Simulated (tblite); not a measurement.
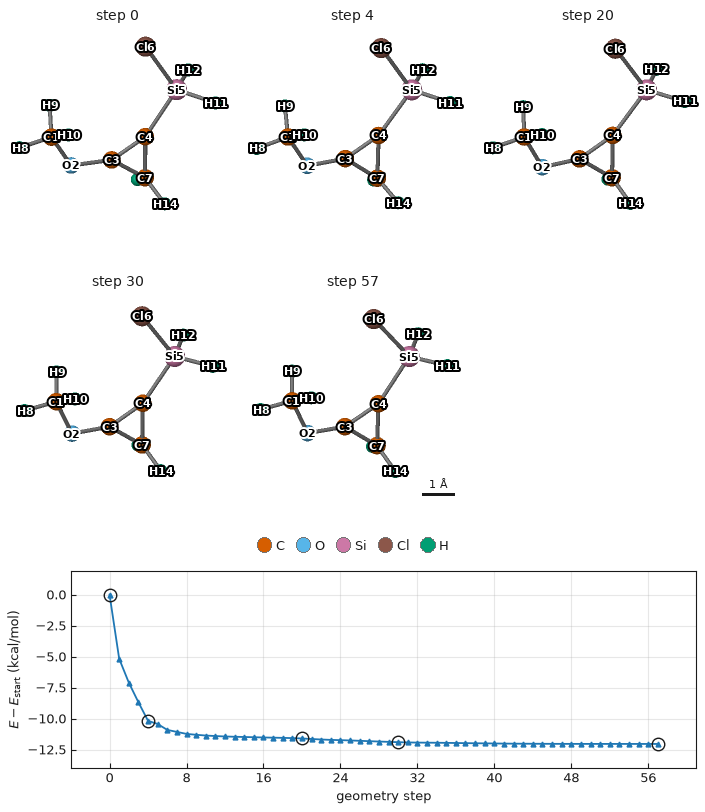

Frames of a relaxation of C$_{4}$H$_{7}$ClOSi, marked on the history of the run. The picture is a ball-and-stick view, seen at a tilt.

Method: GFN2-xTB geometry optimisation, gas phase (tblite 0.8.0). 

> Describe the path.

The largest move after the best rigid fit is that of the Cl atom, 0.30 Å. By element the largest moves are Cl 0.30 Å, H 0.28 Å, C 0.20 Å, Si 0.08 Å, O 0.07 Å. Among the contacts that change: C–O 1.413 → 1.315 Å, C–H 1.127 → 1.085 Å, C–C 1.491 → 1.531 Å, Cl–Si 2.063 → 2.031 Å. Bond angles that change, for instance: C–O–C 123.8° → 114.9°, H–C–H 102.9° → 110.1°, O–C–H 112.5° → 106.3°. Over 57 geometry steps the energy falls by 12.0 kcal/mol. The run took 0.41 s on 1 thread of Arm Neoverse V1, on a shared host. From step 0 to 4: an H atom moves most (0.11 Å), energy −10.2 kcal/mol. From step 4 to 20: an H atom moves most (0.13 Å), energy −1.42 kcal/mol. From step 20 to 30: Cl and H atoms move most (0.12 Å), energy −0.30 kcal/mol. From step 30 to 57: the Cl atom moves most (0.14 Å), energy −0.14 kcal/mol.

```json
{"step": "0", "E − E(0), kcal/mol": "0.00"}
{"step": "1", "E − E(0), kcal/mol": "-5.17"}
{"step": "2", "E − E(0), kcal/mol": "-7.09"}
{"step": "3", "E − E(0), kcal/mol": "-8.68"}
{"step": "4", "E − E(0), kcal/mol": "-10.18"}
{"step": "5", "E − E(0), kcal/mol": "-10.44"}
{"step": "6", "E − E(0), kcal/mol": "-10.91"}
{"step": "7", "E − E(0), kcal/mol": "-11.07"}
{"step": "8", "E − E(0), kcal/mol": "-11.23"}
{"step": "9", "E − E(0), kcal/mol": "-11.31"}
{"step": "10", "E − E(0), kcal/mol": "-11.37"}
{"step": "12", "E − E(0), kcal/mol": "-11.44"}
{"step": "15", "E − E(0), kcal/mol": "-11.50"}
{"step": "17", "E − E(0), kcal/mol": "-11.54"}
{"step": "20", "E − E(0), kcal/mol": "-11.60"}
{"step": "22", "E − E(0), kcal/mol": "-11.69"}
{"step": "25", "E − E(0), kcal/mol": "-11.76"}
{"step": "27", "E − E(0), kcal/mol": "-11.82"}
{"step": "30", "E − E(0), kcal/mol": "-11.90"}
{"step": "32", "E − E(0), kcal/mol": "-11.94"}
{"step": "35", "E − E(0), kcal/mol": "-11.96"}
{"step": "37", "E − E(0), kcal/mol": "-11.98"}
{"step": "40", "E − E(0), kcal/mol": "-12.01"}
{"step": "42", "E − E(0), kcal/mol": "-12.02"}
{"step": "45", "E − E(0), kcal/mol": "-12.03"}
{"step": "47", "E − E(0), kcal/mol": "-12.04"}
{"step": "50", "E − E(0), kcal/mol": "-12.04"}
{"step": "52", "E − E(0), kcal/mol": "-12.04"}
{"step": "55", "E − E(0), kcal/mol": "-12.04"}
{"step": "57", "E − E(0), kcal/mol": "-12.04"}
```
